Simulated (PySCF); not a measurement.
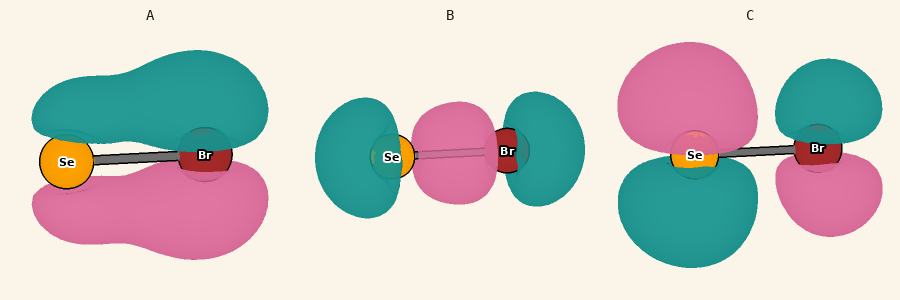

Figure 1: SeBr (charge +1, triplet). Three frontier β-spin orbitals, each drawn at the value that holds 80 % of its norm (teal and pink are the two phases), in no order; of a degenerate pair one member is drawn.

These are results of PBE0/x2c-SVPall, spin-free X2C-1e, Gaussian nucleus, at a bond length of 2.187 Å (PySCF), not measurements.

Name the orbitals and rank them from lowest to highest energy.

Answer. Orbital B: σ, occupied in this spin, −18.25 eV; shared between the atoms (Se 45 %, Br 55 %).
Orbital A: π, occupied in this spin, −16.39 eV; mainly on Br (75 %).
Orbital C: π, empty in this spin, −11.40 eV; mainly on Se (75 %).
